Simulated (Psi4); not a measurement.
# BNH5O− (SMILES N[BH2-]O): levels of theory compared

Wanted: a comparison of 3 runs (HF/STO-3G, B3LYP/6-31G*, PBE0/def2-SVP) of BNH5O−. 

The calculation is run with Psi4 1.11.

2 further runs of the same task are left out: 1 that didn't finish, 1 set aside as unsound or not needed.

## 1. The structure to begin with

The species is BNH5O− (8 atoms), meant as a singlet with charge -1. SMILES: `N[BH2-]O`. Geometry: relaxed at GFN2-xTB. This is one conformer, not always the lowest.

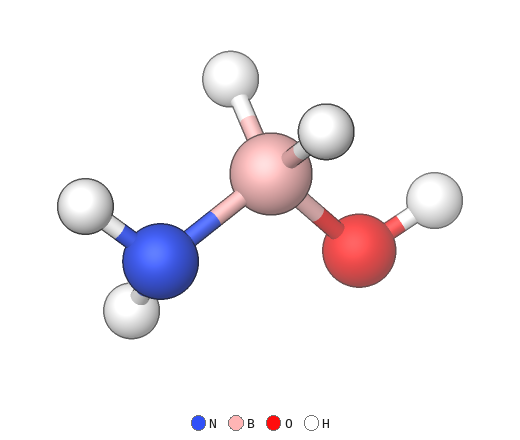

Viewed from a chosen angle; nitrogen blue, boron pink, oxygen red, hydrogen white.

## 2. The energy at HF/STO-3G (run 1)

Contents of bh5no.py:

```python
import psi4

psi4.set_memory(1600000000)
psi4.set_num_threads(1)
psi4.set_output_file('output.dat', False)

molecule = psi4.geometry("""
-1 1
N     -1.117850     0.465510    -0.300920
B      0.325280     0.126980     0.145360
O      0.334030    -1.285100     0.646560
H     -1.460400    -0.320890    -0.845600
H     -1.085120     1.253390    -0.943850
H      0.680740     0.923170     1.029750
H      1.149540     0.234290    -0.821410
H      1.173780    -1.397350     1.090110
symmetry c1
no_reorient
no_com
""")

psi4.set_options({
    'puream': True,
    'e_convergence': 1e-09,
    'd_convergence': 1e-08,
    'scf_type': 'pk',
})

result, w = psi4.energy("hf/STO-3G", molecule=molecule, return_wfn=True)
psi4.oeprop(w, "LOWDIN_CHARGES", "QUADRUPOLE", "DIPOLE")
print(f'total energy {result:.8f} hartree = {result * 27.211386:.5f} eV')
```

The run is started by

```console
$ python bh5no.py
```

output.dat:

```text
[...]
  Running in c1 symmetry.
[...]
  Nuclear repulsion =   71.010166357853805
[...]
  Multiplicity = 1
[...]
  Nalpha       = 13
  Nbeta        = 13
[...]
    Number of basis functions: 20
[...]
   @RHF iter   1:  -154.65900341582019   -2.37326e+00   1.76677e-02 DIIS/ADIIS
[...]
   @RHF iter  10:  -154.75673977846304   -2.84217e-13   3.24516e-09 DIIS
[...]
  @RHF Final Energy:  -154.75673977846304
   => Energetics <=
    Nuclear Repulsion Energy =             71.0101663578538052
    One-Electron Energy =                -361.3883953334697026
    Two-Electron Energy =                 135.6214891971528687
    Total Energy =                       -154.7567397784630430
[...]
 Multipole Moments:
 ------------------------------------------------------------------------------------
     Multipole            Electronic (a.u.)      Nuclear  (a.u.)        Total (a.u.)
 ------------------------------------------------------------------------------------
 L = 1.  Multiply by 2.5417464519 to convert [e a0] to [Debye]
 Dipole X            :          5.8766497           -5.7972451            0.0794046
 Dipole Y            :         10.7731566          -10.7614612            0.0116954
 Dipole Z            :         -6.8134358            6.2395733           -0.5738625
 Magnitude           :                                                    0.5794481
 L = 2.  Multiply by 1.3450342976 to convert [e a0^2] to [Debye ang]
 Quadrupole XX       :        -76.5017038           59.4283264          -17.0733774
 Quadrupole XY       :         30.3326497          -30.3684626           -0.0358128
[...]
```

On the terminal:

```text
total energy -154.75673978 hartree = -4211.14538 eV
```

Run time: 2.1 s. Hardware: 1 thread of Intel Xeon 6975P-C (Granite Rapids), shared host; peak memory 0.18 GiB.

## 3. The energy at B3LYP/6-31G(d) (spherical functions) (run 2)

Contents of job.py:

```python
import psi4

psi4.set_memory(1600000000)
psi4.set_num_threads(1)
psi4.core.set_output_file('psi4.out', False)

m = psi4.geometry("""
-1 1
N     -2.11243035     0.87968641    -0.56865639
B      0.61469011     0.23995742     0.27469059
O      0.63122522    -2.42848704     1.22182132
H     -2.75975603    -0.60639422    -1.59795241
H     -2.05057961     2.36856383    -1.78361800
H      1.28641216     1.74453847     1.94594548
H      2.17231577     0.44274393    -1.55223994
H      2.21812273    -2.64060880     2.06000935
units au
symmetry c1
""")

psi4.set_options(dict(puream=True, e_convergence=1e-09, d_convergence=1e-08, scf_type='pk', dft_radial_points=99, dft_spherical_points=590))

result, w = psi4.energy("b3lyp/6-31G*", return_wfn=True)
psi4.oeprop(w, "WIBERG_LOWDIN_INDICES", "MULLIKEN_CHARGES", "DIPOLE")
print('E =', round(result, 9))
for k, v in sorted(psi4.core.scalar_variables().items()):
    print(f'{k:45s} {v:18.10f}')
```

The run is started by

```console
$ python job.py
```

psi4.out:

```text
[...]
  Running in c1 symmetry.
[...]
  Nuclear repulsion =   71.010166409685311
[...]
  Multiplicity = 1
[...]
  Nalpha       = 13
  Nbeta        = 13
[...]
    Number of basis functions: 52
[...]
   @RKS iter   1:  -157.41839853174781   -2.62817e-01   1.89631e-02 ADIIS/DIIS
[...]
   @RKS iter  11:  -157.86607872889073   -1.05160e-12   3.49706e-09 DIIS
[...]
  @RKS Final Energy:  -157.86607872889073
   => Energetics <=
    Nuclear Repulsion Energy =             71.0101664096853114
    One-Electron Energy =                -361.8048498063084821
    Two-Electron Energy =                 150.5459203891782067
    DFT Exchange-Correlation Energy =     -17.6173157214457916
    Empirical Dispersion Energy =           0.0000000000000000
    VV10 Nonlocal Energy =                  0.0000000000000000
    Total Energy =                       -157.8660787288907272
[...]
 Multipole Moments:
 ------------------------------------------------------------------------------------
     Multipole            Electronic (a.u.)      Nuclear  (a.u.)        Total (a.u.)
 ------------------------------------------------------------------------------------
 L = 1.  Multiply by 2.5417464519 to convert [e a0] to [Debye]
 Dipole X            :         -0.8093641            0.6329608           -0.1764032
 Dipole Y            :         -2.0316026            1.4893718           -0.5422308
 Dipole Z            :          0.9661830           -1.1817567           -0.2155737
 Magnitude           :                                                    0.6095936
[...]
```

On the terminal:

```text
E = -157.866078729
CURRENT ENERGY                                   -157.8660787289
CURRENT REFERENCE ENERGY                         -157.8660787289
DD SOLVATION ENERGY                                 0.0000000000
DFT FUNCTIONAL TOTAL ENERGY                      -157.8660787289
DFT TOTAL ENERGY                                 -157.8660787289
DFT VV10 ENERGY                                     0.0000000000
DFT XC ENERGY                                     -17.6173157214
GRID ELECTRONS ALPHA                               13.0000003545
GRID ELECTRONS BETA                                13.0000003545
GRID ELECTRONS TOTAL                               26.0000007089
NUCLEAR REPULSION ENERGY                           71.0101664097
ONE-ELECTRON ENERGY                              -361.8048498063
PCM POLARIZATION ENERGY                             0.0000000000
PE ENERGY                                           0.0000000000
SCF ITERATION ENERGY                             -157.8660787289
SCF ITERATIONS                                     11.0000000000
SCF TOTAL ENERGY                                 -157.8660787289
TWO-ELECTRON ENERGY                               150.5459203892
XC GRID RADIAL POINTS                              99.0000000000
XC GRID SPHERICAL POINTS                          590.0000000000
XC GRID TOTAL POINTS                           443351.0000000000
```

Wall time 7.8 s (1 thread of Intel Xeon 6975P-C (Granite Rapids), shared host); peak memory 0.87 GiB.

## 4. The energy at PBE0/def2-SVP (run 3)

Contents of bh5no.xyz:

```xyz
8
BH5NO
N     -1.117850     0.465510    -0.300920
B      0.325280     0.126980     0.145360
O      0.334030    -1.285100     0.646560
H     -1.460400    -0.320890    -0.845600
H     -1.085120     1.253390    -0.943850
H      0.680740     0.923170     1.029750
H      1.149540     0.234290    -0.821410
H      1.173780    -1.397350     1.090110
```

Contents of calc.py:

```python
import psi4

psi4.set_memory('1600 MB')
psi4.set_num_threads(1)
psi4.core.set_output_file('run.log', False)

with open('bh5no.xyz') as f:
    atoms = ''.join(f.readlines()[2:])
m = psi4.geometry('-1 1\n' + atoms + 'symmetry c1')

psi4.set_options({
    'basis': 'def2-SVP',
    'puream': True,
    'e_convergence': 1e-09,
    'd_convergence': 1e-08,
    'scf_type': 'pk',
    'dft_radial_points': 99,
    'dft_spherical_points': 590,
})

result, w = psi4.energy('pbe0', return_wfn=True)
psi4.oeprop(w, 'DIPOLE', 'QUADRUPOLE', 'LOWDIN_CHARGES', title='PBE0')
print(f'total energy {result:.8f} hartree = {result * 27.211386:.5f} eV')
```

The run is started by

```console
$ python calc.py
```

run.log:

```text
[...]
  Running in c1 symmetry.
[...]
  Nuclear repulsion =   71.010166357853805
[...]
  Multiplicity = 1
[...]
  Nalpha       = 13
  Nbeta        = 13
[...]
    Number of basis functions: 67
[...]
   @RKS iter   1:  -157.16009673369379   -3.23913e-01   1.39121e-02 DIIS/ADIIS
[...]
   @RKS iter  11:  -157.57699642856426   -2.30216e-12   4.70437e-09 DIIS
[...]
  @RKS Final Energy:  -157.57699642856426
   => Energetics <=
    Nuclear Repulsion Energy =             71.0101663578538052
    One-Electron Energy =                -361.4439653567092705
    Two-Electron Energy =                 149.1937433672071336
    DFT Exchange-Correlation Energy =     -16.3369407969159042
    Empirical Dispersion Energy =           0.0000000000000000
    VV10 Nonlocal Energy =                  0.0000000000000000
    Total Energy =                       -157.5769964285642573
[...]
 Multipole Moments:
 ------------------------------------------------------------------------------------
     Multipole            Electronic (a.u.)      Nuclear  (a.u.)        Total (a.u.)
 ------------------------------------------------------------------------------------
 L = 1.  Multiply by 2.5417464519 to convert [e a0] to [Debye]
 Dipole X            :         -0.8758389            0.6329608           -0.2428780
 Dipole Y            :         -2.0480385            1.4893718           -0.5586667
 Dipole Z            :          0.9861470           -1.1817567           -0.1956097
 Magnitude           :                                                    0.6398135
 L = 2.  Multiply by 1.3450342976 to convert [e a0^2] to [Debye ang]
 Quadrupole XX       :        -77.7851531           58.1000299          -19.6851232
 Quadrupole XY       :         31.9173147          -32.8262271           -0.9089124
[...]
```

The script printed:

```text
total energy -157.57699643 hartree = -4287.88847 eV
```

Run time: 11 s. Hardware: 1 thread of Intel Xeon 6975P-C (Granite Rapids), shared host; peak memory 1 GiB.

## 5. All runs side by side

```csv
run,level,integration grid,energy (Eh),HOMO energy (eV),LUMO energy (eV),HOMO–LUMO gap (eV),wall time
1,HF/STO-3G,–,-154.756740,-0.11,23.99,24.10,2.1 s
2,B3LYP/6-31G* (spherical functions),99 radial × 590 angular,-157.866079,0.87,8.09,7.21,7.8 s
3,PBE0/def2-SVP,99 radial × 590 angular,-157.576996,0.40,7.52,7.13,11 s
```

## 6. Summary of results

| quantity | value |
| --- | --- |
| run 3: total energy | -157.57700 Eh |
| run 3: HOMO energy | 0.40 eV |
| run 3: LUMO energy | 7.52 eV |
| run 3: HOMO–LUMO gap (to an unbound level, set by the basis) | 7.13 eV |

The HOMO–LUMO gap runs from 7.13 eV (PBE0/def2-SVP) to 24.10 eV (HF/STO-3G). The two ends differ in method and basis. The empty levels of an anion lie above zero and hang on the basis. Totals of different functionals can't be ranked against each other. In runs 2, 3 the HOMO lies above zero, so the outermost electron may be held by the basis alone. In run 1 the basis is minimal, so the values are rough. All runs together took 20 s, the longest 11 s.
